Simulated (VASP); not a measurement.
# Driving VASP from ASE on ZnCu, part 2 of 3

Do ASE scripts that read ZnCu from different structure formats give one answer, and do several routes find one equilibrium volume? All runs use LDA. Left out of this account: 1 further run (fields: a reference on another mesh). The start is a cell from a database of measured crystal structures.

VASP 6.6.1, plane waves and PAW; the level of theory is named at each step.

So far. Step 2 (Self-consistent run (LDA, through ASE)): The pressure is -9.66 GPa and the largest force 0.000 eV/Å, so the cell is not at a minimum at these settings. Step 3 (Total energy, forces and stress (LDA, through ASE)): The energy lies +4.89 meV an atom from the first script, on another mesh.

## (4) Relaxing cell and atoms (LDA, through ASE)

Level of this step: LDA; plane waves and PAW (Zn, Cu) (VASP).

Properties are meant for the cell that this level of theory prefers, so cell and atoms are relaxed first (ISIF = 3) until forces and stress are small; EDIFFG sets the threshold.

Contents of run.py:

```python
import numpy as np
from ase.calculators.vasp import Vasp
from ase import Atoms

atoms = Atoms(['Zn', 'Cu'],
              cell=[[2.945, 0.0, 0.0], [0.0, 2.945, 0.0], [0.0, 0.0, 2.945]],
              scaled_positions=[[0.5, 0.5, 0.5], [0.0, 0.0, 0.0]],
              pbc=True)

calc = Vasp(
    xc='lda',
    pp='LDA',
    prec='Accurate',
    encut=400,
    ediff=1e-06,
    nelm=100,
    ismear=-1,
    sigma=0.05,
    lreal=False,
    algo='Normal',
    nbands=17,
    lasph=True,
    lorbit=11,
    lwave=False,
    lcharg=False,
    kpar=2,
    ibrion=2,
    nsw=60,
    isif=3,
    ediffg=-0.01,
    pp_version='64',
    setups={'Zn': '', 'Cu': ''},
    kpts=(13, 13, 13),
    gamma=True,
    txt='vasp.out',
)
atoms.calc = calc

print("energy (eV):", round(atoms.get_potential_energy(), 6))
print("Fermi level (eV):", round(calc.get_fermi_level(), 4))
print("forces (eV/A):")
print(np.round(atoms.get_forces(), 4))
print("stress (GPa, Voigt, tension positive):", np.round(atoms.get_stress() * 160.21766, 3))
print("cell (A, degrees):", np.round(atoms.cell.cellpar(), 4))
print("volume (A^3):", round(atoms.get_volume(), 4))
print("positions:")
print(np.round(atoms.get_scaled_positions(), 5))
```

The projector-augmented-wave data sets are Zn and Cu (LDA family, release 64).

Launch:

```sh
$ export ASE_VASP_COMMAND="mpirun -np 2 vasp_std"
$ python run.py
```

Output:

```text
energy (eV): -6.801504
Fermi level (eV): 6.0615
forces (eV/A):
[[ 0. -0.  0.]
 [-0.  0.  0.]]
stress (GPa, Voigt, tension positive): [ 0.005  0.005  0.005  0.    -0.     0.   ]
cell (A, degrees): [ 2.8731  2.8731  2.8731 90.     90.     90.    ]
volume (A^3): 23.7154
positions:
[[0.5 0.5 0.5]
 [0.  0.  0. ]]
```

The job ended after 24 s (2 MPI ranks of Intel Xeon 6975P-C (Granite Rapids), shared host; peak memory 0.27 GiB; 43 s of CPU time).

ASE turned this into the INCAR:

```
ENCUT = 400.000000
SIGMA = 0.050000
EDIFF = 1.00e-06
EDIFFG = -1.00e-02
ALGO = Normal
PREC = Accurate
IBRION = 2
ISIF = 3
ISMEAR = -1
KPAR = 2
LORBIT = 11
NBANDS = 17
NELM = 100
NSW = 60
LASPH = .TRUE.
LCHARG = .FALSE.
LWAVE = .FALSE.
LREAL = .FALSE.
```

The KPOINTS that ASE wrote:

```
KPOINTS created by Atomic Simulation Environment
0
Gamma
13 13 13
0 0 0
```

VASP's own log, vasp.out:

```text
[... set-up lines as in an earlier step ...]
 entering main loop
       N       E                     dE             d eps       ncg     rms          rms(c)
[... 12 cycles as in an earlier step ...]
   1 F= -.67431226E+01 E0= -.67402057E+01  d E =-.674312E+01
 curvature:   0.00 expect dE= 0.000E+00 dE for cont linesearch  0.000E+00
 trial: gam= 0.00000 g(F)=  0.000E+00 g(S)=  0.172E+00 ort = 0.000E+00 (trialstep = 0.100E+01)
 search vector abs. value=  0.172E+00
 bond charge predicted
       N       E                     dE             d eps       ncg     rms          rms(c)
DAV:   1    -0.126165715225E+02   -0.58734E+01   -0.61625E+01  2931   0.167E+02    0.199E+01
DAV:   2    -0.938114340101E+01    0.32354E+01   -0.47013E+01  2959   0.184E+02    0.896E+00
DAV:   3    -0.696712933763E+01    0.24140E+01   -0.82275E+00  3027   0.207E+02    0.323E+00
DAV:   4    -0.684972871339E+01    0.11740E+00   -0.64768E-01  3263   0.127E+01    0.181E+00
DAV:   5    -0.678741201563E+01    0.62317E-01   -0.27699E-02  4258   0.400E+00    0.250E-01
DAV:   6    -0.678700041496E+01    0.41160E-03   -0.67463E-03  3713   0.187E+00    0.115E-01
DAV:   7    -0.678694238395E+01    0.58031E-04   -0.61362E-04  4283   0.778E-01    0.130E-02
DAV:   8    -0.678694111020E+01    0.12737E-05   -0.36081E-05  4266   0.185E-01    0.976E-03
DAV:   9    -0.678694133398E+01   -0.22378E-06   -0.58070E-06  3032   0.585E-02
   2 F= -.67869413E+01 E0= -.67843806E+01  d E =-.438188E-01
[...]
3 F= -.68042589E+01 E0= -.68015308E+01  d E =-.611363E-01
[...]
4 F= -.68042369E+01 E0= -.68015028E+01  d E =-.611143E-01
 curvature:  -0.33 expect dE=-0.134E-04 dE for cont linesearch -0.134E-04
 ZBRENT: accuracy reached
 trial: gam=-0.01516 g(F)=  0.104E-65 g(S)=  0.407E-04 ort = 0.264E-02 (trialstep = 0.932E+00)
 search vector abs. value=  0.974E-08
 bond charge predicted
       N       E                     dE             d eps       ncg     rms          rms(c)
DAV:   1    -0.680423793223E+01   -0.11352E-05   -0.34921E-06  2787   0.440E-02    0.403E-03
DAV:   2    -0.680423774840E+01    0.18383E-06   -0.19093E-06  1519   0.361E-02
   5 F= -.68042377E+01 E0= -.68015037E+01  d E =-.883063E-06
 trial-energy change:   -0.000001  1 .order   -0.000000   -0.000001   -0.000000
 step:   0.9613(harm=  0.9613)  dis= 0.00000  next Energy=    -6.804237 (dE=-0.301E-06)
 reached required accuracy - stopping structural energy minimisation
```

From OUTCAR (step 4):

```text
The static configuration has the point symmetry O_h .

 Found     84 irreducible k-points:

   NELECT =      23.0000    total number of electrons

 E-fermi :   6.0615

 k-point     1 :       0.0000    0.0000    0.0000
  band No.  band energies     occupation
    ...
      7       2.2214      2.00000
      8       2.2214      2.00000
      9       3.1421      2.00000
     10       3.1421      2.00000
     11       3.1421      2.00000
     12      12.4928      0.00000
     13      12.4928      0.00000
     14      12.4928      0.00000
     15      17.9232      0.00000
     16      17.9232      0.00000
    ...

 k-point     2 :       0.0769    0.0000    0.0000
  band No.  band energies     occupation
    ...
      7       2.2122      2.00000
      8       2.2326      2.00000
      9       3.1001      2.00000
     10       3.1001      2.00000
     11       3.1366      2.00000
     12      11.4815      0.00000
     13      12.6690      0.00000
     14      12.6690      0.00000
     15      17.9800      0.00000
     16      18.5099      0.00000
    ...

  Total       -0.0007349     -0.0007349     -0.0007349     -0.0000000     -0.0000000      0.0000000
  in kB       -0.0496477     -0.0496477     -0.0496477     -0.0000000     -0.0000000      0.0000000
  external PRESSURE =      -0.0496477 kB  Pullay stress =       0.0000000 kB

  energy-cutoff  :      400.00
  volume of cell :       23.72
      direct lattice vectors                 reciprocal lattice vectors
     2.873052000  0.000000000 -0.000000000     0.348061922 -0.000000000 -0.000000000
     0.000000000  2.873052000  0.000000000    -0.000000000  0.348061922 -0.000000000
     0.000000000  0.000000000  2.873052000     0.000000000 -0.000000000  0.348061922

 POSITION                                       TOTAL-FORCE (eV/Angst)
 -----------------------------------------------------------------------------------
      1.43653      1.43653      1.43653         0.000000     -0.000000      0.000000
      0.00000      2.87305      2.87305        -0.000000      0.000000      0.000000
 -----------------------------------------------------------------------------------
    total drift:                               -0.000000      0.000000     -0.000000

  FREE ENERGIE OF THE ION-ELECTRON SYSTEM (eV)
  ---------------------------------------------------
  free  energy   TOTEN  =        -6.8042377484 eV

  energy  without entropy=       -6.7987695555  energy(sigma->0) =       -6.80150365

 reached required accuracy - stopping structural energy minimisation

 total charge
# of ion       s       p       d       tot
------------------------------------------
    1        0.607   0.589   9.748  10.944
    2        0.453   0.437   9.193  10.083
--------------------------------------------------
tot          1.060   1.026  18.941  21.027

[... 7 parts as in an earlier step ...]

[... 5 further parts left out ...]
```

The run keeps the 48 symmetry operations of its start, so it cannot find a distortion of lower symmetry.

The steps of the relaxation:

```csv
step,energy less that of the first step (eV),largest force (eV/Å),pressure (GPa),volume (Å³)
1,0.0000,0.0000,-9.66,25.54
2,-0.0438,0.0000,6.25,22.80
3,-0.0611,0.0000,0.19,23.68
4,-0.0611,0.0000,-0.16,23.72
5,-0.0611,0.0000,-0.01,23.72
```

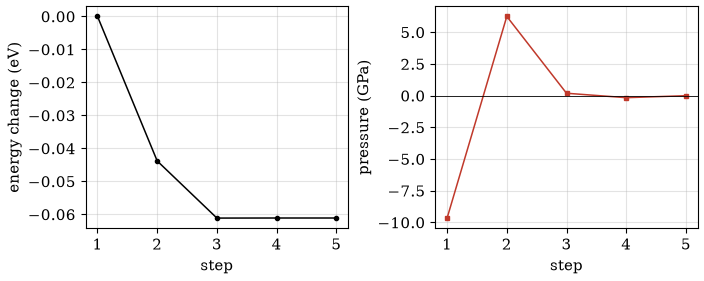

Energy and pressure along the relaxation.

```csv
"conventional cell, symmetrised",before,after,change
a (Å),2.945,2.873,-2.4 %
b (Å),2.945,2.873,-2.4 %
c (Å),2.945,2.873,-2.4 %
volume (Å³/atom),12.77,11.86,-7.2 %
```

The relaxed structure:

```
Zn Cu
1.0
     2.87305    0.00000    0.00000
     0.00000    2.87305    0.00000
     0.00000    0.00000    2.87305
Zn Cu
1 1
Direct
  0.50000 0.50000 0.50000
  0.00000 0.00000 0.00000
```

This step gave:

* irreducible k-points: 84
* free energy (TOTEN): -6.804 eV
* energy at zero smearing: -6.802 eV
* Fermi energy: 6.061 eV
* pressure: -0.004965 GPa
* SCF cycles over all ionic steps: 37

It ends with forces that vanish by symmetry and a pressure of 0.00 GPa.

## (5) Equation of state by an ASE loop (LDA)

An ASE loop scales the volume and fits the energies, which gives the bulk modulus from energies alone.

Contents of run.py:

```python
import numpy as np
from ase.calculators.vasp import Vasp
from ase.io import read
from ase.eos import EquationOfState
from ase.units import GPa

atoms = read('structure.vasp')

calc = Vasp(
    xc='lda',
    pp='LDA',
    prec='Accurate',
    encut=400,
    ediff=1e-06,
    nelm=100,
    ismear=-1,
    sigma=0.05,
    lreal=False,
    algo='Normal',
    nbands=17,
    lasph=True,
    lorbit=11,
    lwave=False,
    lcharg=False,
    kpar=2,
    isif=2,
    pp_version='64',
    setups={'Zn': '', 'Cu': ''},
    kpts=(13, 13, 13),
    gamma=True,
    txt='vasp.out',
)
atoms.calc = calc

cell, volumes, energies = atoms.get_cell(), [], []
for x in [0.94, 0.96, 0.98, 1.0, 1.02, 1.04, 1.06]:
    atoms.set_cell(cell * x ** (1 / 3), scale_atoms=True)
    volumes.append(atoms.get_volume())
    energies.append(atoms.get_potential_energy())
    print(f"{x:.2f}  V = {volumes[-1]:.4f} A^3  E = {energies[-1]:.6f} eV")
v0, e0, b0 = EquationOfState(volumes, energies, eos="birchmurnaghan").fit()
print(f"V0 = {v0:.4f} A^3  E0 = {e0:.6f} eV  B0 = {b0 / GPa:.2f} GPa")
```

Contents of structure.vasp:

```
ZnCu
1.0
    2.9450000000      0.0000000000      0.0000000000
    0.0000000000      2.9450000000      0.0000000000
    0.0000000000      0.0000000000      2.9450000000
Zn Cu
1 1
Direct
    0.5000000000      0.5000000000      0.5000000000
    0.0000000000      0.0000000000      0.0000000000
```

Output:

```text
<dir> UserWarning: The minimum volume of your fit is not in your volumes.  You may not have a minimum in your dataset!
  warnings.warn(
0.94  V = 24.0095 A^3  E = -6.792298 eV
0.96  V = 24.5204 A^3  E = -6.783186 eV
0.98  V = 25.0312 A^3  E = -6.765429 eV
1.00  V = 25.5421 A^3  E = -6.740206 eV
1.02  V = 26.0529 A^3  E = -6.708270 eV
1.04  V = 26.5637 A^3  E = -6.670596 eV
1.06  V = 27.0746 A^3  E = -6.627821 eV
V0 = 23.7843 A^3  E0 = -6.793287 eV  B0 = 151.26 GPa
```

Elapsed: 53 s, on 2 MPI ranks; peak memory 0.26 GiB; 92 s of CPU time.

ASE turned this into the INCAR:

```
ENCUT = 400.000000
SIGMA = 0.050000
EDIFF = 1.00e-06
ALGO = Normal
PREC = Accurate
ISIF = 2
ISMEAR = -1
KPAR = 2
LORBIT = 11
NBANDS = 17
NELM = 100
LASPH = .TRUE.
LCHARG = .FALSE.
LWAVE = .FALSE.
LREAL = .FALSE.
```

ASE turned this into the KPOINTS:

```
KPOINTS created by Atomic Simulation Environment
0
Gamma
13 13 13
0 0 0
```

VASP's own log, vasp.out (the last of its runs):

```text
[banner, memory and clock lines left out]
running    2 mpi-ranks, on    1 nodes
 distrk:  each k-point on    1 cores,    2 groups
 distr:  one band on    1 cores,    1 groups

 POSCAR found type information on POSCAR ZnCu
 POSCAR found :  2 types and       2 ions
 LDA part: xc-table for (Slater(with rela. corr.)+CA(PZ))
 , standard interpolation
 POSCAR, INCAR and KPOINTS ok, starting setup
 FFT: planning ... GRIDC
 FFT: planning ... GRID_SOFT
 FFT: planning ... GRID
 WAVECAR not read
 WARNING: random wavefunctions but no delay for mixing, default for NELMDL
 entering main loop
       N       E                     dE             d eps       ncg     rms          rms(c)
DAV:   1     0.100856969968E+03    0.10086E+03   -0.96204E+03  2992   0.185E+03
DAV:   2    -0.438271824551E+01   -0.10524E+03   -0.10150E+03  2866   0.280E+02
DAV:   3    -0.772086364219E+01   -0.33381E+01   -0.33232E+01  3376   0.662E+01
DAV:   4    -0.774582846454E+01   -0.24965E-01   -0.24961E-01  3448   0.515E+00
DAV:   5    -0.774623978894E+01   -0.41132E-03   -0.41131E-03  3552   0.681E-01    0.929E+00
DAV:   6    -0.769488833820E+01    0.51351E-01   -0.16731E+01  3007   0.982E+01    0.643E+00
DAV:   7    -0.664367954096E+01    0.10512E+01   -0.36702E+00  3013   0.929E+01    0.200E+00
DAV:   8    -0.664063027459E+01    0.30493E-02   -0.17883E-01  3951   0.627E+00    0.113E+00
DAV:   9    -0.663072866330E+01    0.99016E-02   -0.15577E-02  3427   0.262E+00    0.504E-02
DAV:  10    -0.663071010507E+01    0.18558E-04   -0.56655E-04  4395   0.386E-01    0.372E-02
DAV:  11    -0.663071076124E+01   -0.65616E-06   -0.49467E-05  3324   0.204E-01    0.115E-02
DAV:  12    -0.663070952876E+01    0.12325E-05   -0.10320E-05  3205   0.820E-02    0.251E-03
DAV:  13    -0.663070947326E+01    0.55510E-07   -0.41851E-07  1639   0.130E-02
   1 F= -.66307095E+01 E0= -.66278207E+01  d E =-.577748E-02
```

From OUTCAR (step 5):

```text
   ENCUT  =  400.0 eV  29.40 Ry    5.42 a.u.   4.90  4.90  4.90*2*pi/ulx,y,z

   NELECT =      23.0000    total number of electrons

 E-fermi :   4.7288

 k-point     1 :       0.0000    0.0000    0.0000
  band No.  band energies     occupation
    ...
      7       1.3110      2.00000
      8       1.3110      2.00000
      9       2.0786      2.00000
     10       2.0786      2.00000
     11       2.0786      2.00000
     12      10.7207      0.00000
     13      10.7207      0.00000
     14      10.7207      0.00000
     15      15.7838      0.00000
     16      15.7838      0.00000
    ...

  Total       -2.5062624     -2.5062624     -2.5062624      0.0000000      0.0000000     -0.0000000
  in kB     -148.3116798   -148.3116798   -148.3116798      0.0000000      0.0000000     -0.0000000
  external PRESSURE =    -148.3116798 kB  Pullay stress =       0.0000000 kB

 POSITION                                       TOTAL-FORCE (eV/Angst)
 -----------------------------------------------------------------------------------
      1.50138      1.50138      1.50138         0.000000      0.000000      0.000000
      0.00000      0.00000      0.00000         0.000000      0.000000      0.000000
 -----------------------------------------------------------------------------------
    total drift:                               -0.000000      0.000000     -0.000000

  FREE ENERGIE OF THE ION-ELECTRON SYSTEM (eV)
  ---------------------------------------------------
  free  energy   TOTEN  =        -6.6307094733 eV

  energy  without entropy=       -6.6249319926  energy(sigma->0) =       -6.62782073

[... 4 parts as in an earlier step ...]

[... 12 further parts left out ...]
```

The minimum lies outside the volumes of the loop, so the fit is an extrapolation and is not used; the loop should be centred on a relaxed cell.

(Continued in part 3 of 3.)

[Lines on the potential files, build, host, timing and source positions are cut from VASP's logs without a mark.]

[Logs are printed without paths, hosts, clocks, repeated set-up lines and the standing remarks that a program may print on its own settings, such as how far it seeks lower states.]

[Hosts, paths, dates, database ids (printed as entryN), source tags and the programs' standing remarks are cut or masked in the printed files.]

[A measured line is paired with the nearest computed mode of its activity, which favours agreement.]
